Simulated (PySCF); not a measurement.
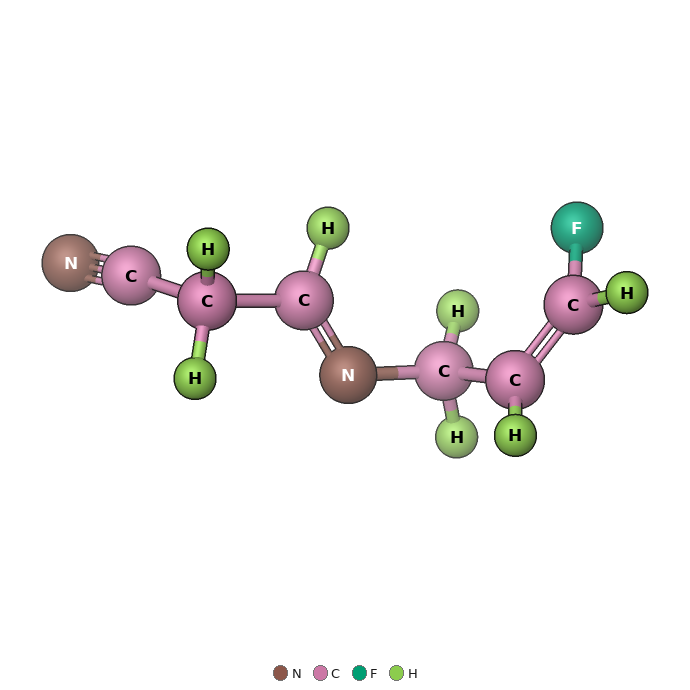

Orthographic view. Atoms fade into the background with distance from the viewer. Geometry: a frame of a GFN2-xTB molecular-dynamics simulation, not a minimum.

Q: Write the InChI string.

A: InChI=1S/C6H7FN2/c7-3-1-5-9-6-2-4-8/h1,3,6H,2,5H2/b3-1-,9-6+
